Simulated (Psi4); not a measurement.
**AlSiNH6O (SMILES O[SiH2][NH][AlH2]) at B3LYP/6-31G(d) (spherical functions)**

Aim: the energy change on altering one bond length of AlSiNH6O at B3LYP/6-31G* (spherical functions), from 2 runs. 

The calculation is run with Psi4 1.11.

4 further runs of the same task are left out: 3 that didn't finish, 1 set aside as unsound or not needed.

### Step 1. The system as given

The species is AlSiNH6O (10 atoms), meant as a singlet with charge 0. SMILES: `O[SiH2][NH][AlH2]`. The coordinates come from a PBE0-D4/def2-TZVP relaxation. This is one conformer, not always the lowest.

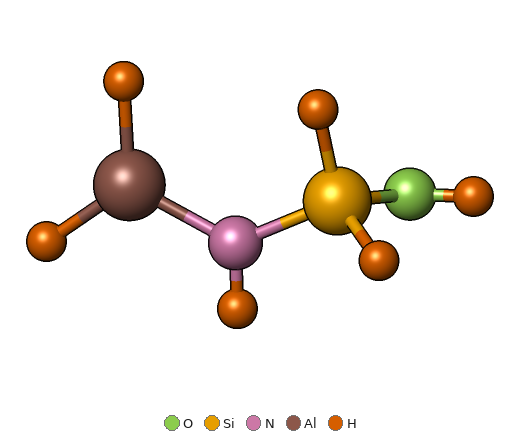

The structure, seen from a chosen angle (oxygen green, silicon amber, nitrogen pink, aluminium brown, hydrogen orange).

### Step 2. Energy and forces at B3LYP/6-31G(d) (spherical functions)

The input, alh6nosi.xyz:

```xyz
10
AlH6NOSi
O     -1.817400    -0.693800    -1.056500
Si    -0.576600     0.373900    -0.851600
N      0.693300    -0.382300     0.009600
Al     1.233300    -0.094800     1.686300
H     -2.399800    -0.547900    -1.803100
H     -1.000200     1.543800    -0.039500
H     -0.142800     0.831300    -2.203200
H      1.159400    -1.127800    -0.493000
H      0.508400     1.030600     2.525200
H      2.425400    -0.984200     2.228700
```

The input, run_ase.py:

```python
import numpy as np
from ase.calculators.psi4 import Psi4
from ase.io import read

atoms = read('alh6nosi.xyz')
calc = Psi4(atoms=atoms, method='b3lyp', basis='6-31G*', memory='2200MB', num_threads=1, charge=0, multiplicity=1, label='calc')
calc.psi4.set_options({'puream': True, 'e_convergence': 1e-09, 'd_convergence': 1e-08, 'scf_type': 'pk', 'dft_radial_points': 99, 'dft_spherical_points': 590})
atoms.calc = calc

forces = atoms.get_forces()
print(f'energy: {atoms.get_potential_energy():.6f} eV')
print('forces / eV A^-1')
print(np.round(forces, 5))
```

On the command line:

```sh
$ python run_ase.py
```

calc.dat:

```text
[...]
  Running in c1 symmetry.
[...]
  Nuclear repulsion =  207.762866418243391
[...]
  Multiplicity = 1
[...]
  Nalpha       = 24
  Nbeta        = 24
[...]
    Number of basis functions: 76
[...]
   @RKS iter   1:  -665.12582252742891   -2.62750e-01   1.36094e-02 ADIIS/DIIS
[...]
   @RKS iter  11:  -665.58730923974701   -5.68434e-12   8.22155e-09 DIIS
[...]
    Orbital Energies [Eh]
    ---------------------
    Doubly Occupied:
       1A    -66.140311     2A    -56.029530     3A    -19.134993
       4A    -14.302118     5A     -5.294874     6A     -4.129009
       7A     -3.654018     8A     -3.653160     9A     -3.652357
      10A     -2.685742    11A     -2.679344    12A     -2.678511
      13A     -0.997925    14A     -0.827036    15A     -0.556493
      16A     -0.482412    17A     -0.453419    18A     -0.409881
      19A     -0.367397    20A     -0.349427    21A     -0.327297
      22A     -0.303267    23A     -0.298074    24A     -0.276556
[...]
  @RKS Final Energy:  -665.58730923974701
   => Energetics <=
    Nuclear Repulsion Energy =            207.7628664182433909
    One-Electron Energy =               -1334.1917264153948963
    Two-Electron Energy =                 507.2277698478742991
    DFT Exchange-Correlation Energy =     -46.3862190904698224
    Empirical Dispersion Energy =           0.0000000000000000
    VV10 Nonlocal Energy =                  0.0000000000000000
    Total Energy =                       -665.5873092397470145
[...]
 Multipole Moments:
 ------------------------------------------------------------------------------------
     Multipole            Electronic (a.u.)      Nuclear  (a.u.)        Total (a.u.)
 ------------------------------------------------------------------------------------
 L = 1.  Multiply by 2.5417464519 to convert [e a0] to [Debye]
 Dipole X            :          0.5647744           -0.5649356           -0.0001612
 Dipole Y            :         -1.2618231            1.1974702           -0.0643528
 Dipole Z            :          1.0396746           -1.6518771           -0.6122024
 Magnitude           :                                                    0.6155755
[...]
  -Total Gradient:
     Atom            X                  Y                   Z
    ------   -----------------  -----------------  -----------------
       1        0.003562347288     0.009327413431    -0.004873810607
       2        0.001392009874    -0.010776788171     0.003007535785
       3       -0.003457371701     0.001428600526    -0.000237330986
       4       -0.001876383656    -0.001090179336    -0.006559008908
       5        0.005346895191    -0.001248769300     0.006673565400
       6       -0.001033979646    -0.000560476794     0.000100936476
       7       -0.000887519504    -0.000748931052     0.000728680844
       8       -0.002390023040     0.003578380545     0.002038914088
       9        0.000130601940    -0.000488657354    -0.000576835641
      10       -0.000786435107     0.000582975448    -0.000303278145
[...]
```

The script printed:

```text
energy: -18111.553205 eV
forces / eV A^-1
[[-0.18318 -0.47963  0.25062]
 [-0.07158  0.55416 -0.15465]
 [ 0.17779 -0.07346  0.0122 ]
 [ 0.09649  0.05606  0.33728]
 [-0.27495  0.06421 -0.34317]
 [ 0.05317  0.02882 -0.00519]
 [ 0.04564  0.03851 -0.03747]
 [ 0.1229  -0.18401 -0.10485]
 [-0.00672  0.02513  0.02966]
 [ 0.04044 -0.02998  0.0156 ]]
```

Run time: 16 s. Hardware: 1 thread of Intel Xeon 6975P-C (Granite Rapids), shared host; peak memory 1.3 GiB.

### Step 3. The distorted shape at the same level

The input, calc.inp:

```
memory 2200 MB

molecule geom {
  0 1
  O     -1.957252    -0.470114    -0.905696
  Si    -0.716452     0.597586    -0.700796
  N      0.553448    -0.158614     0.160404
  Al     1.093448     0.128886     1.837104
  H     -2.539652    -0.324214    -1.652296
  H     -1.140052     1.767486     0.111304
  H     -0.282652     1.054986    -2.052396
  H      1.159400    -1.127800    -0.493000
  H      0.368548     1.254286     2.676004
  H      2.285548    -0.760514     2.379504
  symmetry c1
  no_reorient
  no_com
}

set {
  basis                6-31G*
  puream               true
  e_convergence        1e-09
  d_convergence        1e-08
  scf_type             pk
  dft_radial_points    99
  dft_spherical_points 590
}

E, wfn = gradient("b3lyp", return_wfn=True)
oeprop(wfn, "WIBERG_LOWDIN_INDICES", "MULLIKEN_CHARGES", "DIPOLE", title="B3LYP")
```

On the command line:

```sh
$ psi4 calc.inp calc.out -n 1
```

calc.out:

```text
[...]
  Running in c1 symmetry.
[...]
  Nuclear repulsion =  206.269179617026509
[...]
  Multiplicity = 1
[...]
  Nalpha       = 24
  Nbeta        = 24
[...]
    Number of basis functions: 76
[...]
   @RKS iter   1:  -665.05288303079544   -3.13828e-01   1.37636e-02 DIIS/ADIIS
[...]
   @RKS iter  12:  -665.54780718676182   -9.09495e-13   2.63006e-09 DIIS
[...]
  @RKS Final Energy:  -665.54780718676182
   => Energetics <=
    Nuclear Repulsion Energy =            206.2691796170265093
    One-Electron Energy =               -1331.3154805683482209
    Two-Electron Energy =                 505.8046737286036887
    DFT Exchange-Correlation Energy =     -46.3061799640438423
    Empirical Dispersion Energy =           0.0000000000000000
    VV10 Nonlocal Energy =                  0.0000000000000000
    Total Energy =                       -665.5478071867618155
[...]
  -Total Gradient:
     Atom            X                  Y                   Z
    ------   -----------------  -----------------  -----------------
       1        0.004013484782     0.008654019280    -0.004957002004
       2       -0.000610325749    -0.005476175418     0.008261736501
       3       -0.049945985732     0.073375973527     0.047542257014
       4       -0.004907556899     0.002722008632    -0.005165897810
       5        0.005369504236    -0.001245076360     0.006690608895
       6       -0.001647289710    -0.000345782385    -0.001020726491
       7       -0.000378441575    -0.001290408580     0.000557842907
       8        0.048288929887    -0.075915483554    -0.050897783485
       9        0.000546161595    -0.000716086622    -0.000169005125
      10       -0.000718465250     0.000235935189    -0.000853562193
[...]
 Multipole Moments:
 ------------------------------------------------------------------------------------
     Multipole            Electronic (a.u.)      Nuclear  (a.u.)        Total (a.u.)
 ------------------------------------------------------------------------------------
 L = 1.  Multiply by 2.5417464519 to convert [e a0] to [Debye]
 Dipole X            :         14.6406875          -14.6420591           -0.0013716
 Dipole Y            :        -13.3638131           13.2937357           -0.0700774
 Dipole Z            :        -17.4794064           16.8517990           -0.6276074
 Magnitude           :                                                    0.6315091
[...]
  Mulliken Charges: (a.u.)
   Center  Symbol    Alpha    Beta     Spin     Total
       1     O     4.35416  4.35416  0.00000 -0.70832
       2    SI     6.61752  6.61752  0.00000  0.76495
       3     N     3.87460  3.87460  0.00000 -0.74920
       4    AL     6.28467  6.28467  0.00000  0.43066
       5     H     0.28917  0.28917  0.00000  0.42165
       6     H     0.55768  0.55768  0.00000 -0.11537
       7     H     0.56084  0.56084  0.00000 -0.12168
       8     H     0.36347  0.36347  0.00000  0.27305
       9     H     0.54571  0.54571  0.00000 -0.09143
      10     H     0.55216  0.55216  0.00000 -0.10432
[...]
```

Wall time 18 s (1 thread of Intel Xeon 6975P-C (Granite Rapids), shared host); peak memory 1.3 GiB.

### Step 4. Results

Level: B3LYP/6-31G* (spherical functions).

```
                                                         quantity          value
                                        first shape: total energy  -665.58731 Eh
                                       first shape: dipole moment         1.56 D
                                         first shape: HOMO energy       -7.53 eV
                                         first shape: LUMO energy       -0.96 eV
                                       first shape: HOMO–LUMO gap        6.57 eV
                            first shape: largest force on an atom     0.580 eV/Å
                                    distorted shape: total energy  -665.54781 Eh
                                   distorted shape: dipole moment         1.61 D
                                     distorted shape: HOMO energy       -7.45 eV
                                     distorted shape: LUMO energy       -0.93 eV
                                   distorted shape: HOMO–LUMO gap        6.52 eV
                        distorted shape: largest force on an atom     5.316 eV/Å
energy change with the N3–H8 bond stretched from 1.013 to 1.317 Å       1.075 eV
```

With the N3–H8 bond stretched from 1.013 to 1.317 Å the energy rises by 1.07 eV (25 kcal/mol). The first shape isn't relaxed at this level, so the change isn't measured from a minimum. The largest force (first shape) is 0.58 eV/Å: the shape isn't a stationary point for this species at this level. Mulliken charges (distorted shape) run from -0.75 on N3 to +0.76 on Si2; they depend strongly on the basis.
